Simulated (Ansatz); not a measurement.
AsCuH$_{3}$ (charge +1)

Input

```
crystal:
  periodic: [false, false, false]
  atoms:
    - {symbol: Cu, position_ang: [-0.108159, -0.759002, -1.220204]}
    - {symbol: As, position_ang: [0.075269, 0.530112, 0.850455]}
    - {symbol: H, position_ang: [-1.254048, 0.366152, 0.054145]}
    - {symbol: H, position_ang: [0.887594, 0.853556, -0.439407]}
    - {symbol: H, position_ang: [0.399344, -0.990818, 0.755111]}
basis:
  gaussian: {orbitals: "def2-TZVPPD.json"}
total_charge: 1
hamiltonian: {xc: pbe0, dispersion: d4}
output: {orbitals: {seedname: orbitals}}
```

Command:

```sh
ansatz run in.yaml --threads 4 --pin off --events-out ev --progress --plain --max-ram 9574MiB
```

Geometry: PBE0-D4/def2-TZVP.

Theory: RKS PBE0-D4/def2-TZVPPD in Ansatz 0.2.0.

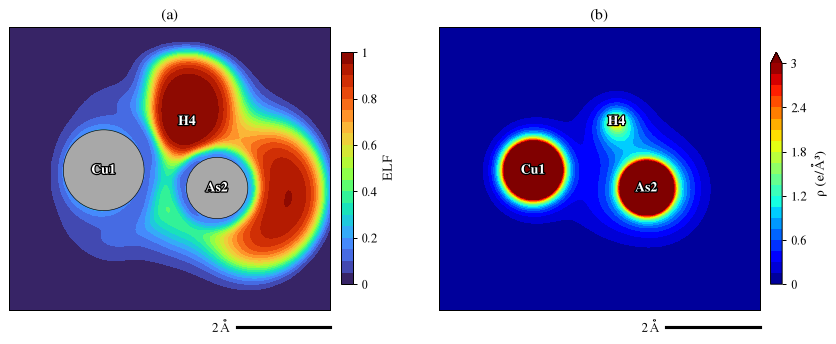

Figure 1. (a) ELF; (b) electron density on the plane of atoms Cu1, H4 and As2. Grey discs cover the atomic cores in the ELF map.

What do the fields say about this system?

Answer. The section cuts through Cu, As and H sites.
Cu–As (2.45 Å): ρ at the midpoint is about 0.37 e/Å³; the ELF is about 0.30 at the midpoint.
As–H (1.56 Å): ρ at the midpoint is about 1.1 e/Å³; the ELF climbs to about 1 towards the hydrogen, as it does in any bond to H.
Cu–H (2.05 Å): the density is about 0.34 e/Å³ at the midpoint; the ELF climbs to about 1 towards the hydrogen.

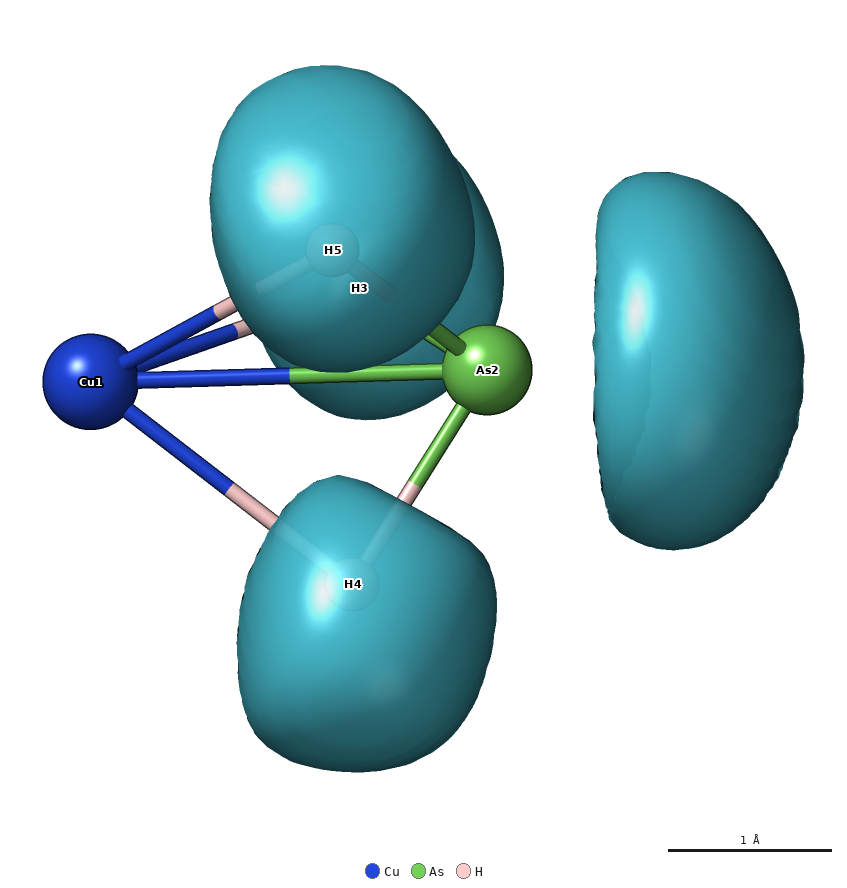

Figure 2. Isosurface of the ELF at 0.8 (cyan), seen at a tilt. Only the valence region is drawn (cores and ρ < 0.01 e/Å³ removed).

Describe the localisation domains.

Answer. The ELF exceeds this value in three regions around hydrogen nuclei and one lobe on As, pointing away from the bonds (lone pairs).

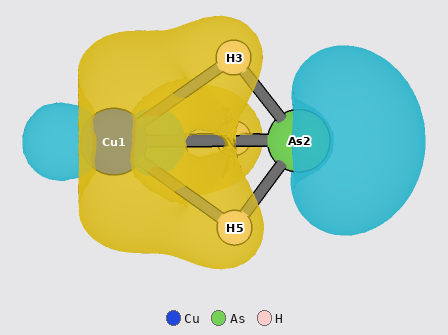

Figure 3. The HOMO at ±0.1 Å⁻³ᐟ² (yellow and cyan are the two phases), seen from one side.

Describe this orbital and give its energy.

Answer. It lies mainly on Cu1 (about 60 %) and As2 (about 30 %). Its energy is −14.10 eV.
